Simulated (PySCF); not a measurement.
Geometry relaxation, with input and output: CF$_{3}$ (charge +2) (part 2 of 2)

Continued. System: CF$_{3}$, charge +2, multiplicity 2. Method: PBE/6-31G*, UKS (PySCF 2.14.0). The atoms were displaced at random from an optimised geometry. The geometry is that of the parent species in another charge or spin state.

Geometry of the input (Å):
```
F  0.7154  -0.1175  1.0462
C  -0.0132  0.0042  -0.0002
F  -0.6350  -0.9539  -0.4312
F  -0.0818  1.1087  -0.5718
```

### What the program printed, continued
```
Geometry optimization cycle 8
Cartesian coordinates (Angstrom)
 Atom        New coordinates             dX        dY        dZ
   F   0.714037  -0.116826   1.050194   -0.000717 -0.002069  0.001285
   C  -0.005626   0.009832   0.012191    0.001169  0.001777  0.004013
   F  -0.654020  -0.984394  -0.437045   -0.001183  0.002208 -0.000978
   F  -0.078188   1.133281  -0.576186   -0.002441 -0.001833 -0.002643
converged SCF energy = -336.031510902516  <S^2> = 0.75200943  2S+1 = 2.0020084
--------------- SecondOrderUKS_Scanner gradients ---------------
         x                y                z
0 F    -0.0001213062     0.0000150430    -0.0000824498
1 C     0.0001058979    -0.0004500527     0.0000151347
2 F     0.0001010648     0.0002051943     0.0001317572
3 F    -0.0000594280     0.0002333170    -0.0000748787
----------------------------------------------
cycle 8: E = -336.031510903  dE = -9.75206e-06  norm(grad) = 0.000607441
Step    7 : Displace = 3.417e-03/4.455e-03 (rms/max) Trust = 2.407e-02 (+) Grad = 3.037e-04/4.626e-04 (rms/max) E (change) = -336.0315109025 (-9.752e-06) Quality = 1.038
Hessian Eigenvalues: 4.78565e-02 4.99999e-02 5.00000e-02 ... 4.18376e-01 7.37956e-01 8.66778e-01

Geometry optimization cycle 9
Cartesian coordinates (Angstrom)
 Atom        New coordinates             dX        dY        dZ
   F   0.713876  -0.116837   1.050396   -0.000161 -0.000011  0.000202
   C  -0.006151   0.009962   0.012661   -0.000525  0.000130  0.000470
   F  -0.654469  -0.984368  -0.437122   -0.000450  0.000026 -0.000077
   F  -0.078306   1.132982  -0.576263   -0.000118 -0.000299 -0.000077
converged SCF energy = -336.031511128512  <S^2> = 0.75200956  2S+1 = 2.0020085
--------------- SecondOrderUKS_Scanner gradients ---------------
         x                y                z
0 F    -0.0000294193     0.0000277875    -0.0000562149
1 C     0.0000198029    -0.0002600911     0.0000962657
2 F     0.0000556397     0.0001115609     0.0000169664
3 F    -0.0000196663     0.0001245454    -0.0000676684
----------------------------------------------
cycle 9: E = -336.031511129  dE = -2.25996e-07  norm(grad) = 0.000344109
```

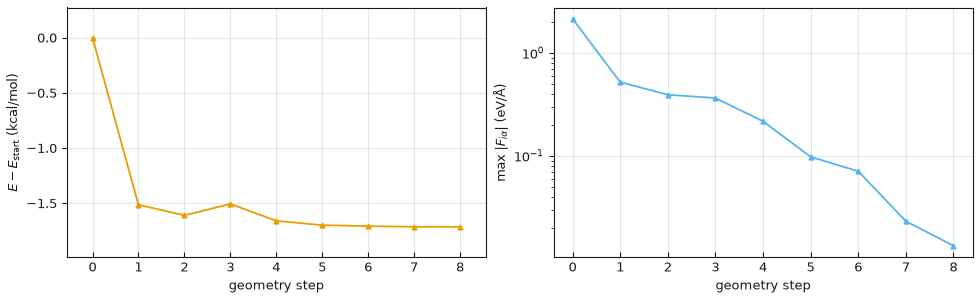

Fig. 1: Progress of the relaxation, step by step (steps are counted from 0).

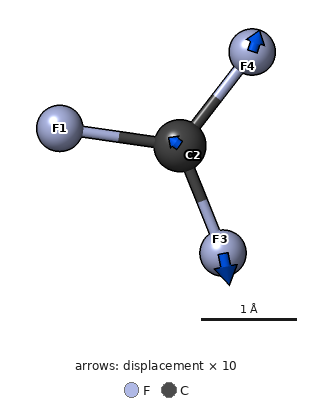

Fig. 2: The starting structure with the displacements as blue arrows, magnified 10 times (ball-and-stick view, seen on its broad side). The two geometries are laid on each other by the best rigid fit. The energy falls by 1.71 kcal/mol in 8 geometry steps. The largest force component goes from 2.1 to 0.013 eV/Å. The atom that moves furthest after the best rigid fit is F3 (0.036 Å). Largest moves by element: F 0.036 Å, C 0.016 Å. Among the contacts that change: C2–F3 1.221 → 1.269 Å, C2–F4 1.246 → 1.270 Å, F1–C2 1.281 → 1.269 Å. (Atoms are counted from 1 in the order of the input.)

```
Step    8 : Displace = 3.031e-04/4.351e-04 (rms/max) Trust = 3.404e-02 (+) Grad = 1.721e-04/2.780e-04 (rms/max) E (change) = -336.0315111285 (-2.260e-07) Quality = 1.130
Hessian Eigenvalues: 4.78565e-02 4.99999e-02 5.00000e-02 ... 4.18376e-01 7.37956e-01 8.66778e-01
Converged! =D

converged: True
F           0.71387588       -0.11683734        1.05039572
C          -0.00615064        0.00996184        0.01266092
F          -0.65446937       -0.98436787       -0.43712219
F          -0.07830623        1.13298161       -0.57626288

WARN: HOMO -0.433256011181923 >= LUMO -0.433256011181923

converged SCF energy = -336.031511128516  <S^2> = 0.75200961  2S+1 = 2.0020086
total energy: -336.03151113 hartree
Mode                                 0                   1                   2
Irrep
Freq [cm^-1]                      351.6531            353.0250            649.6418
Reduced mass [au]                  16.9192             16.9168             12.8325
Force const [Dyne/A]                1.2327              1.2422              3.1909
Char temp [K]                     505.9505            507.9244            934.6899
Normal mode                   x     y     z       x     y     z       x     y     z
       0   F                 0.04 -0.05  0.07    0.05  0.13  0.01   -0.04  0.01  0.03
       1   C                 0.08  0.02  0.10   -0.01 -0.13  0.04    0.20 -0.07 -0.15
       2   F                -0.00  0.10 -0.05   -0.07  0.01 -0.10   -0.04  0.01  0.03
       3   F                -0.08 -0.07 -0.08    0.03 -0.06  0.06   -0.04  0.01  0.03
Mode                                 3                   4                   5
Irrep
Freq [cm^-1]                      938.5629           1070.1009           1074.2684
Reduced mass [au]                  18.9977             13.9963             13.9938
Force const [Dyne/A]                9.8600              9.4431              9.5151
Char temp [K]                    1350.3831           1539.6369           1545.6330
Normal mode                   x     y     z       x     y     z       x     y     z
       0   F                -0.07  0.01 -0.11   -0.05 -0.01 -0.07    0.04 -0.02  0.07
       1   C                -0.00  0.00 -0.00    0.05 -0.17  0.14   -0.13 -0.14 -0.12
       2   F                 0.07  0.10  0.05    0.02  0.01  0.03    0.05  0.09  0.04
       3   F                 0.01 -0.12  0.06   -0.00  0.10 -0.05   -0.01  0.02 -0.03
temperature 298.1500 [K]
pressure 101325.00 [Pa]
Rotational constants [GHz] 11.00570 10.99719 5.50072
Symmetry number 1
Zero-point energy (ZPE) 0.01011 [Eh]   26540.661 [J/mol]
                           tot       elec      trans        rot        vib
Entropy [J/mol/K]       278.764      5.763    161.553     99.136     12.312
Cv [J/mol/K]             46.400      0.000     12.472     12.472     21.457
Cp [J/mol/K]             54.715      0.000     20.786     12.472     21.457
Internal energy [J/mol]                      3718.434   3718.434  29046.201
Internal energy [Eh]   -336.01762  -336.03151
Enthalpy [J/mol]                             6197.391   3718.434  29046.201
Enthalpy [Eh]          -336.01667
Gibbs free energy [J/mol]                  -41969.758 -25839.055  25375.509
Gibbs free energy [Eh] -336.04833
```

### Trajectory as extended XYZ (Å, eV, eV/Å), 9 frames, from step=0 to step=8
```
4
Properties=species:S:1:pos:R:3:forces:R:3 step=0 energy=-9143.80897
F     0.7154   -0.1175    1.0462    0.2021   0.0501   0.2504
C    -0.0132    0.0042   -0.0002    0.9780   0.6249   1.0728
F    -0.6350   -0.9539   -0.4312   -1.2598  -2.1432  -0.7892
F    -0.0818    1.1087   -0.5718    0.0785   1.4680  -0.5334
4
Properties=species:S:1:pos:R:3:forces:R:3 step=1 energy=-9143.87459
F     0.7164   -0.1156    1.0463   -0.0735   0.0532  -0.1043
C    -0.0166    0.0070   -0.0024    0.4523   0.2726   0.4455
F    -0.6436   -0.9851   -0.4298   -0.3653  -0.5203  -0.2541
F    -0.0718    1.1350   -0.5706   -0.0143   0.1945  -0.0862
4
Properties=species:S:1:pos:R:3:forces:R:3 step=2 energy=-9143.87873
F     0.7168   -0.1072    1.0494   -0.0992  -0.0473  -0.2141
C    -0.0075    0.0014   -0.0042    0.1101   0.1303   0.3925
F    -0.6538   -0.9896   -0.4351   -0.0180  -0.1091  -0.0756
F    -0.0720    1.1367   -0.5657    0.0063   0.0266  -0.1022
4
Properties=species:S:1:pos:R:3:forces:R:3 step=3 energy=-9143.87424
F     0.7240   -0.1065    1.0442   -0.2546  -0.0491  -0.0878
C    -0.0268    0.0083    0.0164    0.3644  -0.1402  -0.1607
F    -0.6516   -0.9970   -0.4444    0.0597   0.3046   0.1941
F    -0.0636    1.1368   -0.5705   -0.1701  -0.1153   0.0552
4
Properties=species:S:1:pos:R:3:forces:R:3 step=4 energy=-9143.88088
F     0.7187   -0.1106    1.0458   -0.1214  -0.0223  -0.0655
C    -0.0169    0.0075    0.0088    0.2168   0.0055   0.0232
F    -0.6509   -0.9926   -0.4382   -0.0121   0.0892   0.0363
F    -0.0689    1.1374   -0.5708   -0.0841  -0.0724   0.0068
4
Properties=species:S:1:pos:R:3:forces:R:3 step=5 energy=-9143.88258
F     0.7153   -0.1136    1.0479   -0.0282  -0.0107  -0.0423
C    -0.0087    0.0074    0.0063    0.0739   0.0720   0.0978
F    -0.6520   -0.9885   -0.4354   -0.0271  -0.0193  -0.0368
F    -0.0738    1.1365   -0.5721   -0.0197  -0.0419  -0.0181
4
Properties=species:S:1:pos:R:3:forces:R:3 step=6 energy=-9143.88297
F     0.7148   -0.1148    1.0489   -0.0105  -0.0086  -0.0266
C    -0.0068    0.0081    0.0082    0.0332   0.0591   0.0708
F    -0.6528   -0.9866   -0.4361   -0.0180  -0.0252  -0.0294
F    -0.0757    1.1351   -0.5735   -0.0059  -0.0252  -0.0142
4
Properties=species:S:1:pos:R:3:forces:R:3 step=7 energy=-9143.88323
F     0.7140   -0.1168    1.0502    0.0062  -0.0008   0.0042
C    -0.0056    0.0098    0.0122   -0.0054   0.0231  -0.0008
F    -0.6540   -0.9844   -0.4370   -0.0052  -0.0106  -0.0068
F    -0.0782    1.1333   -0.5762    0.0031  -0.0120   0.0039
4
Properties=species:S:1:pos:R:3:forces:R:3 step=8 energy=-9143.88324
F     0.7139   -0.1168    1.0504    0.0015  -0.0014   0.0029
C    -0.0062    0.0100    0.0127   -0.0010   0.0134  -0.0050
F    -0.6545   -0.9844   -0.4371   -0.0029  -0.0057  -0.0009
F    -0.0783    1.1330   -0.5763    0.0010  -0.0064   0.0035
```

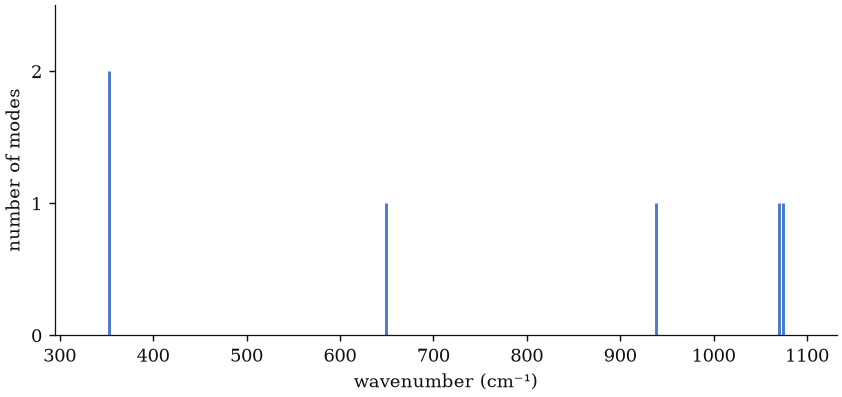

Fig. 3: Harmonic vibrational wavenumbers from the force constants; neighbouring modes closer than 3 cm⁻¹ are counted in one stick. 6 modes from 352 to 1074 cm⁻¹, none imaginary.
